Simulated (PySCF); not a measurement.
```xyz
2

Tl    0.0000    0.0000   -1.1150
In    0.0000    0.0000    1.9890
```

Core potentials replace the inner electrons of Tl and In.

The calculation used PBE0/cc-pVDZ(-PP), non-relativistic Hamiltonian with scalar-relativistic core potentials where named, at a bond length of 3.104 Å (PySCF).

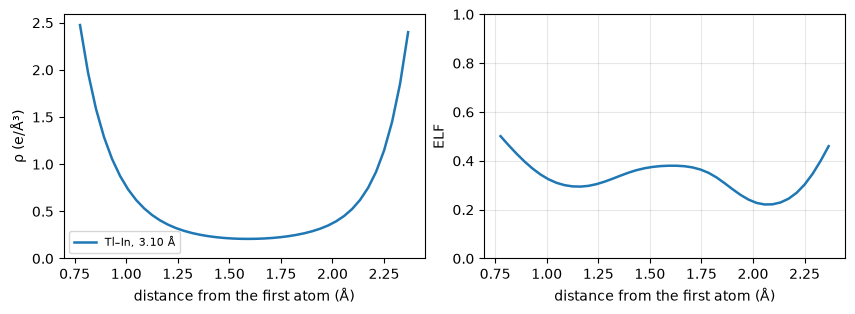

TlIn (triplet). Electron density and electron localisation function along straight lines between neighbouring atoms. The curves leave out the atomic cores.

Question: What can be read from the curves?

Answer: Tl–In (3.10 Å): ρ is about 0.21 e/Å³ halfway; the ELF is about 0.40 at the midpoint.
